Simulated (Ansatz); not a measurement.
C₂H₄BNO: several calculations on one system

Part 1: Relaxation

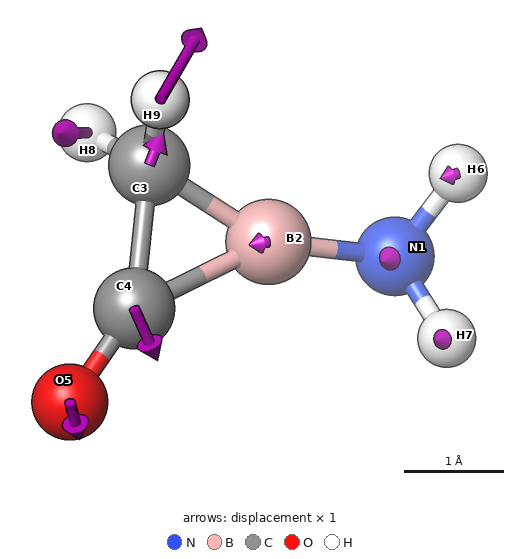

A relaxation of C2H4BNO. The starting structure is drawn; purple arrows show the displacements, at their true length. The two geometries are superimposed by the best rigid fit.

A ball-and-stick model, seen at a tilt.

The run prepares an end point of a later path (torsion) calculation, from a guessed geometry.

Method: Ansatz, RKS BLYP/6-31G*. Set-up: no spin polarisation; force threshold 0.015 eV/Å; at most 40 steps.

> Which element moves most?

Hydrogen: up to 1.32 Å, against 0.68 Å for carbon.

> Describe the change and its energy.

H9 moves most after the best rigid fit: 1.32 Å. Largest moves by element: H 1.32 Å, C 0.68 Å, O 0.54 Å, N 0.31 Å, B 0.23 Å. Among the contacts that change: C3–C4 1.509 → 2.359 Å, B2–C4 1.696 → 1.524 Å, C3–H9 1.177 → 1.100 Å, N1–H6 1.082 → 1.021 Å. Bonds break, among them: C3–C4 (1.51 → 2.36 Å). Bond angles that change, for instance: C3–B2–C4 56.2° → 103.5°, N1–B2–C4 150.8° → 122.6°, B2–C4–O5 150.9° → 172.4°. The energy falls by 1.791 eV in 33 accepted moves (34 points after the start). Largest force component: 3.7 eV/Å at the start, 0.0089 eV/Å at the end. The line search rejected the trial step at point 30 of the run. The run took 98 s on 1 thread of Arm Neoverse V1, on a shared host, peak memory 0.14 GiB.

Part 2: Relaxation

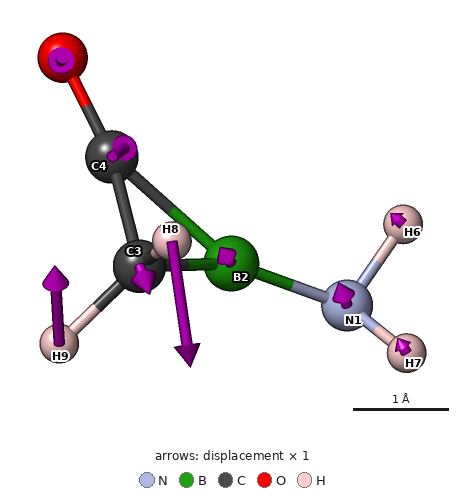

This is a relaxation of C2H4BNO. The starting structure is drawn; purple arrows show the displacements, at their true length. The two geometries are superimposed by the best rigid fit.

Style: ball-and-stick. Shown from a free direction.

The run prepares an end point of a later path (torsion) calculation, from a guessed geometry.

Method: RKS BLYP/6-31G* in Ansatz.

The input:
```yaml
crystal:
  periodic: [false, false, false]
  atoms:
    - { symbol: "N", position_ang: [-0.9849, 1.3073, -0.7176] }
    - { symbol: B, position_ang: [-0.1954, 0.2179, -0.1654] }
    - { symbol: C, position_ang: [0.90967, -0.7654, -0.23549] }
    - { symbol: C, position_ang: [0.31688, -0.71935, 1.15144] }
    - { symbol: O, position_ang: [0.34598, -0.9444, 2.32647] }
    - { symbol: H, position_ang: [-1.0796, 2.1052, 0.0075] }
    - { symbol: H, position_ang: [-0.4673, 1.7599, -1.5227] }
    - { symbol: H, position_ang: [1.89154, -0.40364, -0.32291] }
    - { symbol: H, position_ang: [0.63194, -1.78505, -0.75367] }
basis:
  gaussian: { orbitals: "6-31G*" }
hamiltonian:
  xc: blyp
relax:
  f_tol: 0.015
  max_steps: 40
```

Run as
```bash
ansatz run input.yaml --threads 1 --pin off --max-ram 2048MiB --backend cpu --events-out ev --progress --plain --runs-dir out
```

Q: Atoms of which element are displaced furthest, and by how much?

A: Hydrogen: up to 1.35 Å, against 0.62 Å for carbon.

Q: Describe the change and its energy.

A: H8 moves most after the best rigid fit: 1.35 Å. Largest moves by element: H 1.35 Å, C 0.62 Å, O 0.57 Å, N 0.31 Å, B 0.27 Å. Among the contacts that change: C3–C4 1.509 → 2.359 Å, B2–C4 1.696 → 1.524 Å, C3–H9 1.177 → 1.094 Å, N1–H6 1.082 → 1.021 Å. Bonds break, among them: C3–C4 (1.51 → 2.36 Å). Among the angles between lasting bonds that change: C3–B2–C4 56.2° → 103.5°, N1–B2–C4 150.8° → 122.6°, B2–C4–O5 150.9° → 172.4°. The energy falls by 1.806 eV in 33 accepted moves (34 points after the start). The largest force component goes from 4.1 to 0.0043 eV/Å. The line search rejected the trial step at point 13 of the run.

Part 3: Path

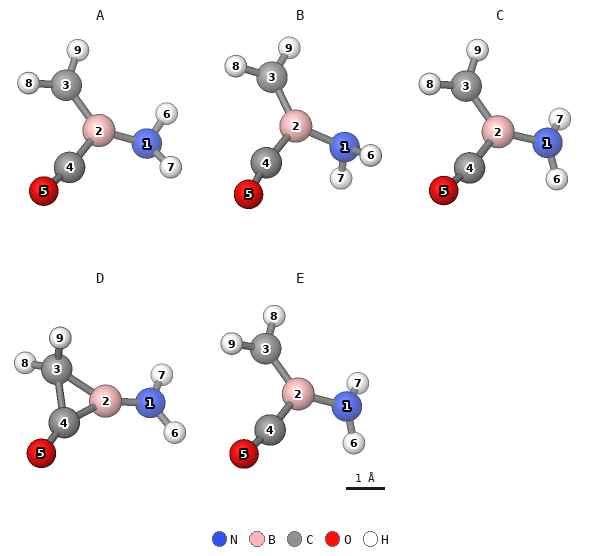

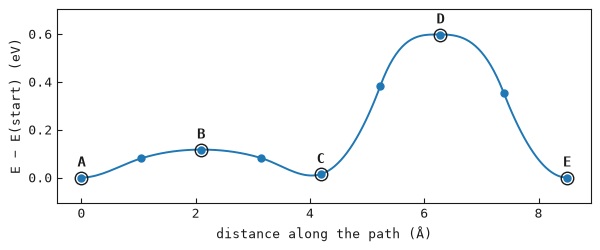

A search for the minimum-energy path of C$_{2}$H$_{4}$BNO by the nudged elastic band. Images are numbered from 0 (start) to 8 (end). Frames A to E are images 0, 2, 4, 6, 8. The picture is a ball-and-stick view, seen at a tilt.

The calculation used RKS BLYP/6-31G* (Ansatz 0.2.0). Set-up: 7 movable images; climbing image; force threshold 0.05 eV/Å; iteration limit 60; starting path through a guess of the saddle point.

**Describe the mechanism and the energy profile.**

The two ends have the same energy, and the highest point, image 6, lies 0.60 eV above the start. The profile has 2 maxima (images 2, 6) with a dip at image 4 (+0.01 eV), so the process runs in steps. The path has more than one stage, and so few images may leave a stage unresolved. No bond forms or breaks between the ends. Bond angles that change up to the highest image, for instance: C3–B2–C4 103.5° → 59.3°, N1–B2–C4 122.6° → 154.6°. The band converged in 27 iterations. The largest component of the band force went from 79 to 0.04 eV/Å. The climbing image converged on the top of the path. Its vibrational analysis gives one imaginary mode (113i cm⁻¹), as a transition state must have.
